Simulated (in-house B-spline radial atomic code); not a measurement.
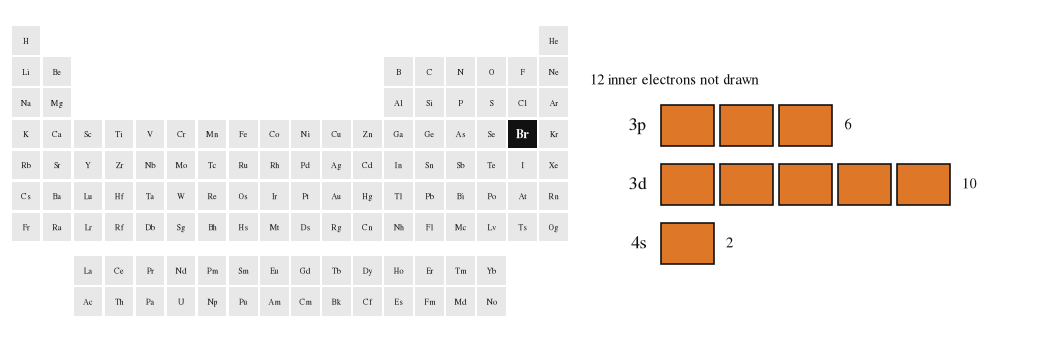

Fig. 1: Left, the place of bromine in the periodic table; right, the outer shells as the input fills them: a box for each of the 2l + 1 orbitals, shaded by the share of the shell that is filled, with the electron count at the right.

## RPA and GW calculation, with input and output: Br⁵⁺

Br⁵⁺, configuration [Ar] 3d10 4s2. Computed at this level: RPA, second-order and SOSEX correlation energies and G0W0 (contour deformation) on a scalar-relativistic (spin-free one-electron X2C) mean field, all electrons, B-spline basis (in-house B-spline radial atomic code).

### The input
```
Z = 35
electrons = 30.0
configuration = [Ar] 3d10 4s2
hamiltonian = x2c
method = pbe0
lmax = 9
rms_radius = 4.1629
spin_polarised = False
box_radius = 10.43
intervals = 67
ion_configuration = [Ar] 3d10 4s1
```

Hardware: 1 CPU thread, shared host.

The run was one of a batch that the task file lists, launched with:
```bash
python <driver script> task.json out
```

The program writes its results to a structured record and prints no log; tables and figures of this report are taken from that record.

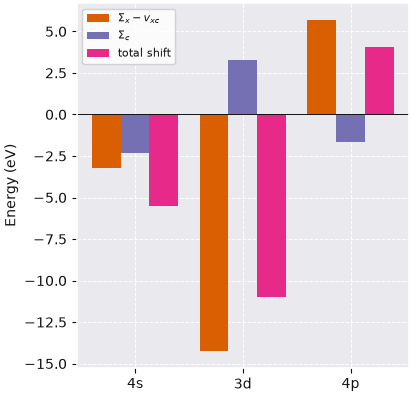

Fig. 2: Parts of the G₀W₀ correction to each level for Br⁵⁺ ([Ar] 3d¹⁰ 4s²). All-electron spherical atom, scalar X2C, PBE0 start, no spin-orbit coupling, Breit or QED terms; computed with a B-spline radial code. The quasi-particle equation is solved at full frequency; levels of low quasi-particle weight Z are left out. Σ columns are in eV, and Σc holds an estimate for the angular momenta beyond the basis. G₀W₀ moves the highest occupied level, 4s, from −82.39 to −87.92 eV (renormalisation factor Z = 0.97); the measured removal energy is 87.39 eV, so the error is +0.53 eV. The empty level 4p goes from −63.65 to −59.61 eV.

```tsv
Level	Mean field (eV)	Σx − vxc (eV)	Σc (eV)	Z	G₀W₀ (eV)
4s	−82.39	−3.21	−2.32	0.97	−87.92
3d	−142.28	−14.25	3.29	0.93	−153.25
4p	−63.65	5.70	−1.65	0.97	−59.61
```

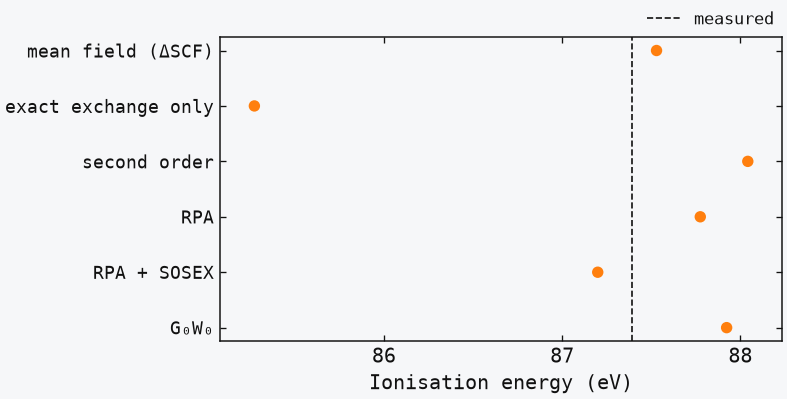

Fig. 3: The ionisation energy of Br⁵⁺ ([Ar] 3d¹⁰ 4s² → [Ar] 3d¹⁰ 4s) across levels of theory. Differences of total energies, each species on its own start, beside the G₀W₀ level. The values run from 85.27 eV (exact exchange only) to 88.04 eV (second order). The measured value is 87.39 eV; nearest to it come mean field (ΔSCF) (+0.14) and RPA + SOSEX (−0.19), furthest exact exchange only (−2.12 eV).

```csv
Method,Ionisation energy (eV)
mean field (ΔSCF),87.53
exact exchange only,85.27
second order,88.04
RPA,87.77
RPA + SOSEX,87.20
G₀W₀,87.92
```

### Results in brief

- outcome: converged
- mean-field total energy: −2599.60080 hartree
- total energy with exact exchange alone: −2598.23318 hartree
- exact exchange energy: −89.21737 hartree
- RPA correlation, extrapolated in the angular momentum of the empty orbitals: −2.26408 hartree
- RPA correlation, as summed: −2.23644 hartree
- direct second-order term: −2.58103 hartree
- second-order exchange term: 0.75236 hartree
- SOSEX term: 0.69356 hartree
- wall time: 3.9 s

### Remarks

Caveats: spin-orbit coupling, Breit and QED terms are absent.
